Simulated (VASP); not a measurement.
```
In
1.0
   -1.74396     1.74396     2.69063
    1.74396    -1.74396     2.69063
    1.74396     1.74396    -2.69063
In
1
Direct
  0.00000   0.00000   0.00000
```

Computed with vdW-DF2, VASP's PBE PAW potentials (set 64) (plane waves; VASP 6.6.1). Run with 520 eV cut-off, 16×16×16 Γ-centred mesh, tetrahedra with Blöchl corrections, potentials In_d.

Unless said otherwise, spin-orbit coupling is left out, though it shifts the bands of the heavy elements here.

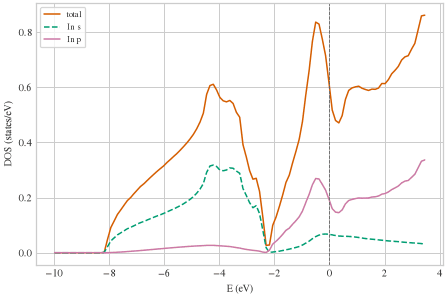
*Total and projected density of states, zero at the Fermi level*

Within 2 eV below the Fermi level the largest weight inside VASP's projection spheres is In p, then In s.

It has no gap at this level: it comes out as a metal or semimetal.

The compound is In in the bct structure. It was relaxed first, which changed the volume by +25 %.
